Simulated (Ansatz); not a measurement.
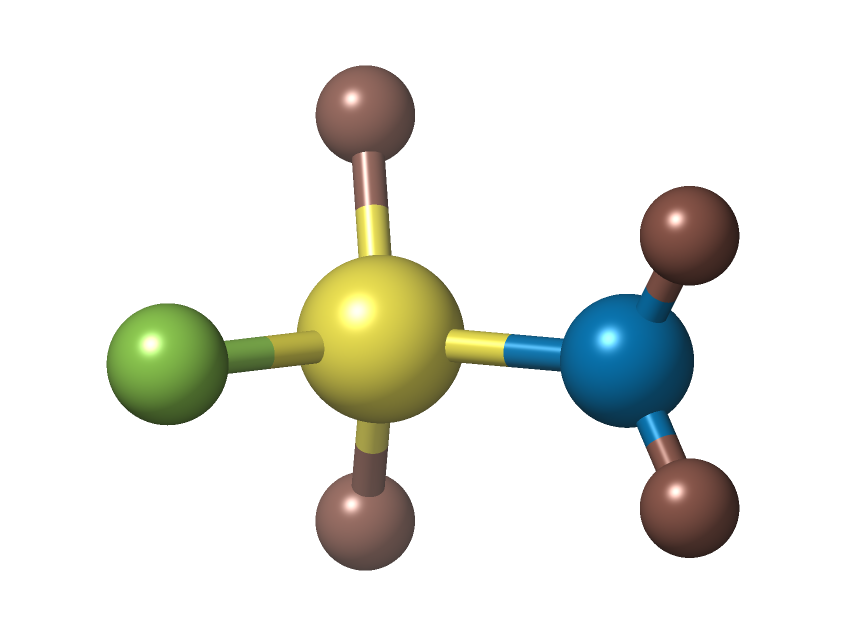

Rendered structure (ball-and-stick style). Every bond is drawn as one stick, whatever its order. Colours: silicon yellow, fluorine green, hydrogen brown, nitrogen blue.

Computed geometry: PBE0-D4/def2-TZVP optimisation.

Describe the molecule.

It has 7 atoms: 1 fluorine, 4 hydrogen, 1 nitrogen and 1 silicon (FH4NSi). This geometry has Cs symmetry. Coordination, clear cases only: 1 Si tetrahedral.

More results for the same structure follow; atom numbers are the same in all pictures, views and colours differ.

## Vibrations

Harmonic vibrations computed with RKS PBE0-D4/def2-TZVP (Ansatz 0.2.0) at a stationary point of the same level.

How many vibrational modes are there, and where do they lie?

15 modes: 266, 295, 381, 561, 801, 829, 899, 904, 941, 963, 1585, 2260, 2266, 3616, 3710 cm⁻¹.

## Charges

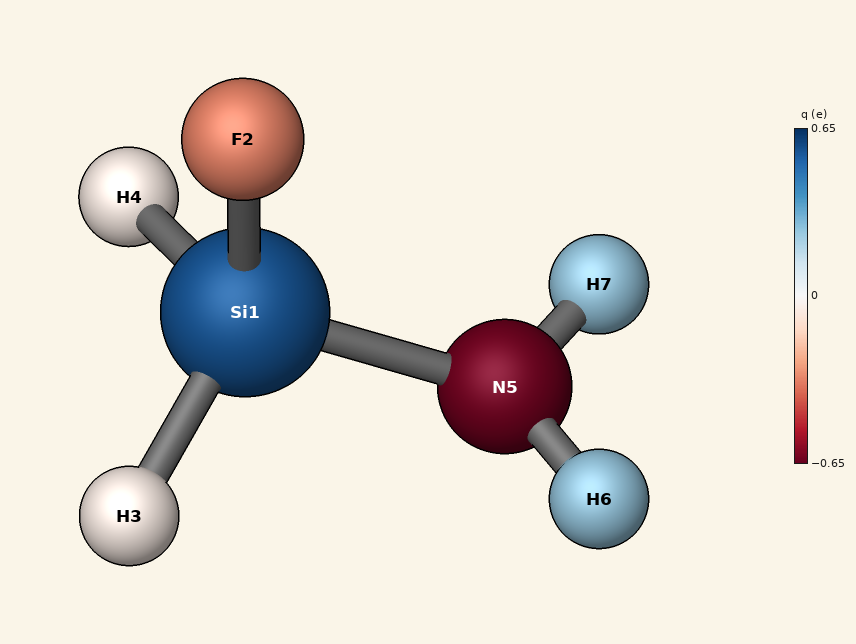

Atoms are coloured by their Mulliken charges. Properties computed with RKS PBE0-D4/def2-TZVP (Ansatz 0.2.0).

Which atom carries the highest charge (most positive or least negative)?

Si1 (0.56 e).

And the lowest?

N5 (−0.63 e).

Give the Mulliken charges atom by atom.

```tsv
atom	value (e)
Si1	0.56
F2	−0.32
H3	−0.05
H4	−0.05
N5	−0.63
H6	0.25
H7	0.25
```

## Electronic properties

Method: RHF-CCSD(T), frozen core/def2-TZVPP (Ansatz 0.2.0).

What is the T1 diagnostic?

0.011.

## Dipole moment

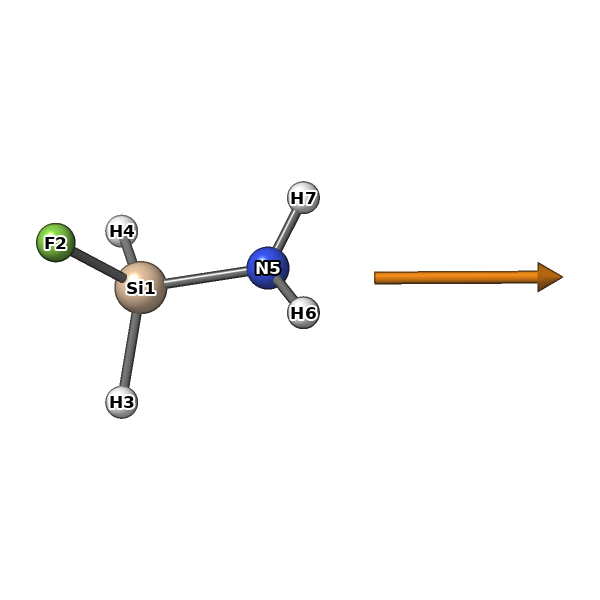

The arrow beside the molecule shows the direction of the dipole moment, from the negative to the positive end (its length means nothing). Level of theory: RKS PBE0-D4/def2-TZVP (Ansatz 0.2.0).

Estimate the dipole moment.

1.99 D; it points from the side of F2 to the side of H6, H7 (the outermost atoms at the two ends).

Mulliken values depend strongly on the basis set and can even reverse the polarity of a bond.
